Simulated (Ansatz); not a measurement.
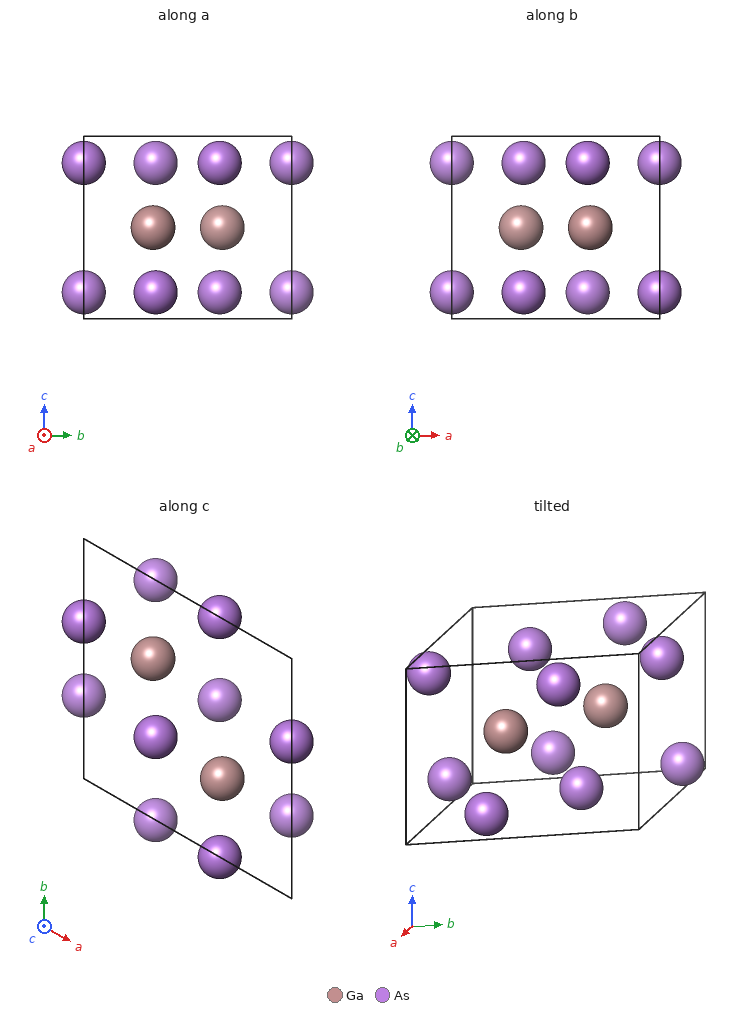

A spheres-only rendering, viewed along the a axis, along the b axis, along the c axis and slightly off an axis. One conventional unit cell is framed, with atoms on its boundary repeated.

Lattice parameters: a = 6.5307 Å, b = 6.5307 Å, c = 4.9664 Å, α = 90.000°, β = 90.000°, γ = 120.000°.

**Put the structure into a CIF in P1 with every atom of the cell, with free fractional coordinates to two decimals.**

```cif
data_structure
_symmetry_space_group_name_H-M 'P 1'
_symmetry_Int_Tables_number 1
_cell_length_a 6.5307
_cell_length_b 6.5307
_cell_length_c 4.9664
_cell_angle_alpha 90.000
_cell_angle_beta 90.000
_cell_angle_gamma 120.000
_cell_volume 183.44
loop_
_atom_site_label
_atom_site_type_symbol
_atom_site_fract_x
_atom_site_fract_y
_atom_site_fract_z
_atom_site_occupancy
Ga1 Ga 0.3333 0.6667 0.50 1
Ga2 Ga 0.6667 0.3333 0.50 1
As1 As 0.35 0.00 0.15 1
As2 As 0.00 0.35 0.15 1
As3 As 0.65 0.65 0.15 1
As4 As 0.00 0.65 0.85 1
As5 As 0.65 0.00 0.85 1
As6 As 0.35 0.35 0.85 1
```

The initial geometry was a structure type filled with these elements by a generator (whether the compound takes this form wasn't checked). Relaxation method: DFT PBE, scalar-relativistic, plane waves, PAW (Ansatz 0.2.0).
